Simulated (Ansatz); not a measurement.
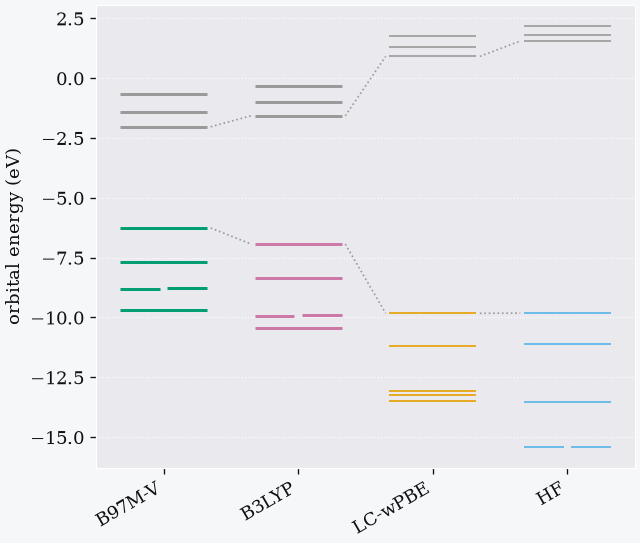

Frontier orbital energies of CH₃FSZn, SMILES C[S][Zn][F], singlet at one geometry, def2-TZVPP, the Ansatz code, at a PBE0-D4/def2-TZVP geometry (a minimum by its frequencies). Empty levels are grey, levels within 0.1 eV stand side by side; all columns show the same few orbitals around the gap. Dotted lines join the HOMOs and the LUMOs.

Compare the HOMO-LUMO separations.

The separation grows from 4.23 eV (B97M-V) to 11.37 eV (HF).

```
  level  HOMO (eV)  LUMO (eV)  separation (eV)
 B97M-V      −6.26      −2.03             4.23
  B3LYP      −6.93      −1.57             5.36
LC-wPBE      −9.83       0.91            10.74
     HF      −9.82       1.55            11.37
```

Caveats, for all or some of the runs: empty levels above zero depend strongly on the basis; no scalar relativity up to krypton; one conformer of a flexible molecule.
